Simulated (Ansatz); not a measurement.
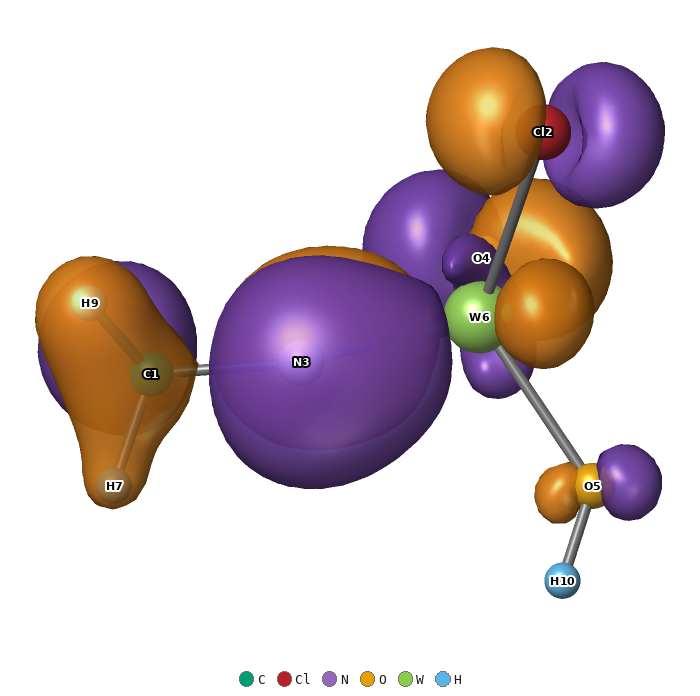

Figure. CH4ClNO2W (SMILES C[N]=[W](=[O])([OH])[Cl]). The HOMO at ±0.1 Å⁻³ᐟ² (orange and purple are the two phases), seen across its widest extent.

Geometry: PBE0-D4/def2-SVP; core potentials replace the inner electrons of W.

Level of theory: isolated molecule in a Gaussian basis; Kohn-Sham density functional theory, functional PBE0 (Ansatz 0.2.0).

Input file:

```
crystal:
  periodic: [false, false, false]
  atoms:
    - {symbol: C, position_ang: [-1.621558, 1.386041, 1.468054]}
    - {symbol: Cl, position_ang: [-2.643777, 0.041775, -2.664593]}
    - {symbol: N, position_ang: [-1.609353, 0.445492, 0.407501]}
    - {symbol: O, position_ang: [-3.752608, -1.282708, 0.149408]}
    - {symbol: O, position_ang: [-1.076519, -2.290907, -0.514418]}
    - {symbol: W, position_ang: [-2.273527, -0.833657, -0.567861]}
    - {symbol: H, position_ang: [-0.718329, 1.275384, 2.091479]}
    - {symbol: H, position_ang: [-2.510244, 1.266864, 2.113024]}
    - {symbol: H, position_ang: [-1.620138, 2.412240, 1.063208]}
    - {symbol: H, position_ang: [-0.217347, -2.338508, -0.083238]}
basis:
  gaussian: {orbitals: def2-SVPD}
hamiltonian: {xc: {name: PBE0}}
output: {forces: true, orbitals: {seedname: orbitals}}
```

Run with:

```sh
ansatz run input.yaml --threads 2 --pin off --max-ram 6090MiB --events-out events.jsonl --progress --plain --runs-dir runs
```

Question: What is the character of this orbital?

Answer: Its weight (Hirshfeld) is mainly on N3 (about 45 %), O4 (about 20 %), W6 (about 15 %), C1 (about 10 %) and Cl2 (about 5 %). Its energy is −7.94 eV.
